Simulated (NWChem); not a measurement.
# One shape, several levels: BH3Cl− (SMILES [H][B-]([H])([H])Cl)

Aim: a comparison of 6 runs (HF/6-31G**, HF/def2-SVP, PBE/3-21G, B3LYP/6-31G*, PBE0/def2-SVP) of BH3Cl−. 

The calculation is run with NWChem 7.3.0.

1 further run of the same task is left out (set aside as unsound or not needed).

## Step 1: The molecule

The species is BH3Cl− (5 atoms), meant as a singlet with charge -1. SMILES: `[H][B-]([H])([H])Cl`. The shape is that of a GFN2-xTB optimisation.

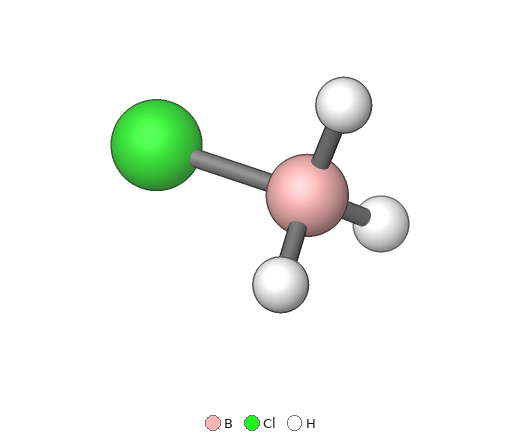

The structure, seen from a chosen angle (boron pink, chlorine green, hydrogen white).

## Step 2: Energy and gradient at HF/6-31G(d,p) (spherical functions) (run 1)

The input, bclh3.nw:

```
start bclh3
title "BClH3 hf"
memory 2200 mb
charge -1
geometry units angstrom noautosym nocenter noautoz
B    -0.001280    0.001630   -0.167010
Cl    0.013600   -0.021140    1.707330
H     1.152300    0.011380   -0.522240
H    -0.586640    1.005700   -0.497000
H    -0.577980   -0.997580   -0.521080
end
basis spherical bse
* library 6-31G**
end
scf
thresh 1e-08
maxiter 80
end
task scf gradient
```

Run with:

```bash
$ nwchem bclh3.nw > bclh3.out
```

The log of the run:

```text
[...]
  functions       =    47
[...]
  wavefunction    = RHF
[...]
         Total SCF energy =   -485.950986466351
      One-electron energy =   -760.411085861246
      Two-electron energy =    232.320374904535
 Nuclear repulsion energy =     42.139724490361
        Time for solution =      1.8s
[...]
                         RHF ENERGY GRADIENTS
    atom               coordinates                        gradient
                 x          y          z           x          y          z
   1 B      -0.002419   0.003080  -0.315603    0.000298  -0.000757   0.019806
   2 Cl      0.025700  -0.039949   3.226386   -0.000256   0.000421  -0.034368
   3 H       2.177531   0.021505  -0.986891   -0.005132  -0.000044   0.004941
   4 H      -1.108589   1.900497  -0.939194    0.002447  -0.004145   0.004670
   5 H      -1.092224  -1.885153  -0.984698    0.002643   0.004525   0.004952
[...]
```

Wall time 3.3 s (1 thread of Intel Xeon 6975P-C (Granite Rapids), shared host); peak memory 0.1 GiB.

## Step 3: Energy and gradient at HF/def2-SVP (run 2)

The input, mymol.nw:

```
start mymol
title "BClH3"
memory stack 880 mb heap 220 mb global 1100 mb
charge -1

geometry units angstroms noautosym nocenter noautoz
   B    -0.001280    0.001630   -0.167010
   Cl    0.013600   -0.021140    1.707330
   H     1.152300    0.011380   -0.522240
   H    -0.586640    1.005700   -0.497000
   H    -0.577980   -0.997580   -0.521080
end

basis spherical bse
   * library def2-SVP
end

scf
   thresh 1e-08
   maxiter 80
   noprint "final vectors analysis"
end

task scf gradient
```

Run with:

```bash
$ nwchem mymol.nw > mymol.out
```

The log of the run:

```text
[...]
  functions       =    47
[...]
  wavefunction    = RHF
[...]
         Total SCF energy =   -485.800454251780
      One-electron energy =   -760.343876831382
      Two-electron energy =    232.403698089241
 Nuclear repulsion energy =     42.139724490361
        Time for solution =      1.0s
[...]
                         RHF ENERGY GRADIENTS
    atom               coordinates                        gradient
                 x          y          z           x          y          z
   1 B      -0.002419   0.003080  -0.315603    0.000216  -0.000629   0.008761
   2 Cl      0.025700  -0.039949   3.226386   -0.000248   0.000409  -0.033331
   3 H       2.177531   0.021505  -0.986891   -0.010552  -0.000113   0.008320
   4 H      -1.108589   1.900497  -0.939194    0.005208  -0.008881   0.007923
   5 H      -1.092224  -1.885153  -0.984698    0.005376   0.009215   0.008327
[...]
```

Run time: 2 s. Hardware: 1 thread of Intel Xeon 6975P-C (Granite Rapids), shared host; peak memory 0.099 GiB.

Run 3 isn't shown in full; the table further down has it.

## Step 4: Energy and gradient at B3LYP/6-31G(d) (spherical functions) (run 4)

The input, test.nw:

```
start test
title "BClH3 gradient"
memory total 2200 mb
charge -1
geometry units angstroms noautosym nocenter noautoz
   B       -0.001280       0.001630      -0.167010
   Cl       0.013600      -0.021140       1.707330
   H        1.152300       0.011380      -0.522240
   H       -0.586640       1.005700      -0.497000
   H       -0.577980      -0.997580      -0.521080
end
basis "ao basis" spherical bse
   * library 6-31G*
end
dft
   xc b3lyp
   grid xfine
   convergence energy 1e-08
   maxiter 100
   mulliken
end
task dft gradient
```

Run with:

```bash
$ nwchem test.nw > test.out
```

The log of the run:

```text
[...]
          Wavefunction type:  closed shell.
          No. of atoms     :     5
          No. of electrons :    26
[...]
          Charge           :    -1
          Spin multiplicity:     1
[...]
          AO basis - number of functions:    38
[...]
              XC Information
              --------------
                         B3LYP Method XC Potential
                     Hartree-Fock (Exact) Exchange  0.200
                        Slater Exchange Functional  0.800 local
                    Becke 1988 Exchange Functional  0.720 non-local
              Lee-Yang-Parr Correlation Functional  0.810
                  VWN I RPA Correlation Functional  0.190 local
[...]
 d= 0,ls=0.0,diis     1   -486.7468546043 -5.29D+02  5.12D-02  1.22D+00     0.7
[...]
 d= 0,ls=0.0,diis     8   -486.9159194353 -5.09D-10  1.32D-07  1.87D-11     4.2
         Total DFT energy =     -486.915919435292
      One electron energy =     -760.684588976343
           Coulomb energy =      265.375689903651
    Exchange-Corr. energy =      -33.746744852961
 Nuclear repulsion energy =       42.139724490361
[...]
      Total Density - Mulliken Population Analysis
     ---------------------------------------------
    Atom       Charge   Shell Charges
 -----------   ------   -------------------------------------------------------
    1 B    5     5.08   2.00  0.54  1.54  0.36  0.60  0.05
    2 Cl  17    17.48   2.00  2.00  5.97  1.37  3.63  0.58  1.92  0.01
    3 H    1     1.15   0.52  0.62
    4 H    1     1.15   0.52  0.62
    5 H    1     1.15   0.52  0.62
[...]
  wavefunction    = closed shell
                         DFT ENERGY GRADIENTS
    atom               coordinates                        gradient
                 x          y          z           x          y          z
   1 B      -0.002419   0.003080  -0.315603    0.000259  -0.000680   0.014927
   2 Cl      0.025700  -0.039949   3.226386   -0.000228   0.000374  -0.030533
   3 H       2.177531   0.021505  -0.986891   -0.006243  -0.000060   0.005295
   4 H      -1.108589   1.900497  -0.939194    0.003011  -0.005120   0.005005
   5 H      -1.092224  -1.885153  -0.984698    0.003200   0.005485   0.005306
[...]
```

Run time: 6 s. Hardware: 1 thread of Intel Xeon 6975P-C (Granite Rapids), shared host; peak memory 0.12 GiB.

Run 5 isn't shown in full; the table further down has it.

## Step 5: Energy and forces at PBE0/def2-SVP (run 6)

The input, input.nw:

```
START input
memory stack 880 mb heap 220 mb global 1100 mb
charge -1

GEOMETRY noautosym nocenter noautoz
  B       -0.001280       0.001630      -0.167010
  Cl       0.013600      -0.021140       1.707330
  H        1.152300       0.011380      -0.522240
  H       -0.586640       1.005700      -0.497000
  H       -0.577980      -0.997580      -0.521080
END

BASIS spherical bse
  B library def2-SVP
  Cl library def2-SVP
  H library def2-SVP
END

DFT
  xc pbe0
  grid xfine
  convergence energy 1e-08
  iterations 100
  mulliken
  noprint "final vectors analysis"
END

TASK dft gradient
```

Run with:

```bash
$ nwchem input.nw > input.out
```

The log of the run:

```text
[...]
          Wavefunction type:  closed shell.
          No. of atoms     :     5
          No. of electrons :    26
[...]
          Charge           :    -1
          Spin multiplicity:     1
[...]
          AO basis - number of functions:    47
[...]
              XC Information
              --------------
                         PBE0 Method XC Functional
                     Hartree-Fock (Exact) Exchange  0.250
          PerdewBurkeErnzerhof Exchange Functional  0.750
            Perdew 1991 LDA Correlation Functional  1.000 local
           PerdewBurkeErnz. Correlation Functional  1.000 non-local
[...]
 d= 0,ls=0.0,diis     1   -486.4044175709 -5.29D+02  4.03D-02  1.36D+00     0.7
[...]
 d= 0,ls=0.0,diis     8   -486.5537969213 -2.47D-10  7.81D-07  1.31D-09     4.7
         Total DFT energy =     -486.553796921283
      One electron energy =     -760.539316090945
           Coulomb energy =      265.350964010608
    Exchange-Corr. energy =      -33.505169331306
 Nuclear repulsion energy =       42.139724490361
[...]
      Total Density - Mulliken Population Analysis
     ---------------------------------------------
    Atom       Charge   Shell Charges
 -----------   ------   -------------------------------------------------------
    1 B    5     5.14   1.99  0.73  0.16  1.65  0.56  0.06
    2 Cl  17    17.42   2.00  1.98  1.22  0.73  5.93  2.14  3.39  0.02
    3 H    1     1.15   0.74  0.40  0.01
    4 H    1     1.15   0.74  0.40  0.01
    5 H    1     1.15   0.74  0.40  0.01
[...]
  wavefunction    = closed shell
                         DFT ENERGY GRADIENTS
    atom               coordinates                        gradient
                 x          y          z           x          y          z
   1 B      -0.002419   0.003080  -0.315603    0.000135  -0.000486  -0.001968
   2 Cl      0.025700  -0.039949   3.226386   -0.000165   0.000277  -0.022582
   3 H       2.177531   0.021505  -0.986891   -0.011792  -0.000126   0.008320
   4 H      -1.108589   1.900497  -0.939194    0.005828  -0.009955   0.007901
   5 H      -1.092224  -1.885153  -0.984698    0.005994   0.010289   0.008329
[...]
```

It took 6.6 s on 1 thread of Intel Xeon 6975P-C (Granite Rapids), shared host; peak memory 0.13 GiB.

## Step 6: Overview of the runs

| run | level | iteration cap | module | energy (Eh) | HOMO energy (eV) | LUMO energy (eV) | HOMO–LUMO gap (eV) | wall time |
| --- | --- | --- | --- | --- | --- | --- | --- | --- |
| 1 | HF/6-31G** (spherical functions) | 80 | scf | -485.950986 | -4.72 | 12.69 | 17.41 | 3.3 s |
| 2 | HF/def2-SVP | 80 | scf | -485.800454 | – | – | – | 2 s |
| 3 | PBE/3-21G | 100 | dft | -484.301156 | 0.10 | 7.96 | 7.86 | 3.3 s |
| 4 | B3LYP/6-31G* (spherical functions) | 100 | dft | -486.915919 | -1.05 | 8.74 | 9.79 | 6 s |
| 5 | B3LYP/6-31G* (Cartesian functions) | 100 | dft | -486.919829 | -1.05 | 8.73 | 9.79 | 6.6 s |
| 6 | PBE0/def2-SVP | 100 | dft | -486.553797 | – | – | – | 6.6 s |

## Step 7: Outcome

| quantity | value |
| --- | --- |
| run 6: total energy | -486.55380 Eh |
| run 6: largest force on an atom | 1.161 eV/Å |

In words: Over runs 1, 3, 4, 5 the HOMO–LUMO gap runs from 7.86 eV (PBE/3-21G) to 17.41 eV (HF/6-31G**). The two ends differ in method and basis. The empty levels of an anion lie above zero and hang on the basis. Totals of different functionals can't be ranked against each other. In run 3 the HOMO lies above zero, so the outermost electron may be held by the basis alone. All runs together took 28 s, the longest 6.6 s.
